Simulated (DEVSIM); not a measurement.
Structure: abrupt GaAs p-n junction, at 300 K.

```csv
layer (left to right),material,thickness (μm),Nd (cm⁻³),Na (cm⁻³),τn (s),τp (s)
1,GaAs,41.0,-,2.5e17,6.8e-9,6.8e-9
2,GaAs,47.0,1.6e15,-,6.8e-9,6.8e-9
```

Left contact: ohmic. Right contact: ohmic. Voltage is applied to the left contact. Recombination: SRH at mid-gap, radiative, Auger. Mobility is μmin + (μ − μmin)/(1 + (N/Nref)^α).

This is a model device: material constants are rounded textbook-type values typed into the input, and sizes, dopings and lifetimes were drawn at random. Values at 300 K.

```csv
parameter,GaAs
gap (eV),1.424
affinity (eV),4.07
permittivity,12.9
Nc (cm⁻³),4.7e17
Nv (cm⁻³),9e18
μn (cm²/Vs),8500
μp (cm²/Vs),400
"μn,min",500
"μp,min",20
"Nref,n",6e16
"Nref,p",1.5e17
αn,0.39
αp,0.38
B (cm³/s),2e-10
Cn (cm⁶/s),1e-30
Cp (cm⁶/s),1e-30
```

Model (solved in DEVSIM): 1D drift-diffusion, Boltzmann statistics, complete ionisation; no tunnelling, impact ionisation, image-force lowering or self-heating.

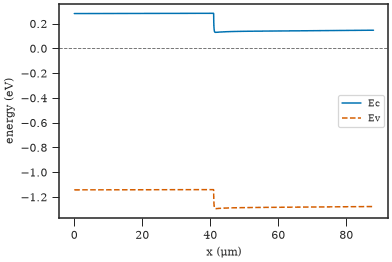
Fig. 1. Band edges at 1.05 V on the left contact

Energies count from the Fermi level of the right contact; mesh points crowd at the junctions.

| x (μm) | Ec (eV) | Ev (eV) | n (cm⁻³) | p (cm⁻³) | field (V/cm) |
|---|---|---|---|---|---|
| 0.000 | 0.281 | -1.143 | < 1e2 | 2.5e17 | ≈ 0 |
| 0.05436 | 0.281 | -1.143 | 2.1e8 | 2.5e17 | ≈ 0 |
| 0.2317 | 0.281 | -1.143 | 8.8e8 | 2.5e17 | ≈ 0 |
| 0.8102 | 0.281 | -1.143 | 3.1e9 | 2.5e17 | ≈ 0 |
| 4.068 | 0.282 | -1.142 | 1.6e10 | 2.5e17 | ≈ 0 |
| 13.32 | 0.282 | -1.142 | 9.0e10 | 2.5e17 | ≈ 0 |
| 31.17 | 0.283 | -1.141 | 1.3e12 | 2.5e17 | ≈ 0 |
| 39.02 | 0.283 | -1.141 | 4.2e12 | 2.5e17 | ≈ 0 |
| 40.41 | 0.283 | -1.141 | 5.1e12 | 2.5e17 | ≈ 0 |
| 40.84 | 0.283 | -1.141 | 5.5e12 | 2.5e17 | ≈ 0 |
| 40.97 | 0.283 | -1.141 | 5.8e12 | 2.4e17 | -960 |
| 41.03 | 0.213 | -1.212 | 8.7e13 | 1.6e16 | -12000 |
| 41.14 | 0.150 | -1.274 | 9.7e14 | 1.4e15 | -2500 |
| 41.51 | 0.130 | -1.294 | 2.1e15 | 5.7e14 | ≈ 0 |
| 43.59 | 0.133 | -1.291 | 1.9e15 | 2.8e14 | 15 |
| 49.51 | 0.138 | -1.286 | 1.6e15 | 2.9e13 | ≈ 0 |
| 68.04 | 0.142 | -1.282 | 1.6e15 | 1.7e10 | ≈ 0 |
| 81.90 | 0.146 | -1.278 | 1.6e15 | 6.4e7 | ≈ 0 |
| 86.78 | 0.147 | -1.277 | 1.6e15 | 5700000 | ≈ 0 |
| 87.64 | 0.147 | -1.277 | 1.6e15 | 1600000 | ≈ 0 |
| 87.91 | 0.147 | -1.277 | 1.6e15 | 420000 | ≈ 0 |
| 88.00 | 0.147 | -1.277 | 1.6e15 | < 1e2 | ≈ 0 |
